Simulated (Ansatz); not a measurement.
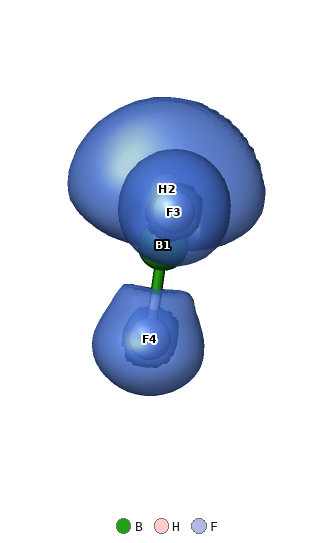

The picture shows: BF2H. Isosurface of the ELF at 0.75 (blue), seen at an oblique angle. Core shells and regions of very low density are left out.

Computed with RKS PBE0/def2-mTZVP (Ansatz).

Identify the bonds, lone pairs and shells in this picture.

Answer. At this value the surface marks out one region around a hydrogen nucleus and two regions on F in which the atom's valence shell and bonds are merged. Profiles from the grid: B–F (1.31 Å): the ELF peaks at about 0.85 between the atoms, as expected for a shared but strongly polarised pair. B–H (1.18 Å): the ELF climbs to about 1 towards the hydrogen, as it does in any bond to H: a covalent bond by its length.
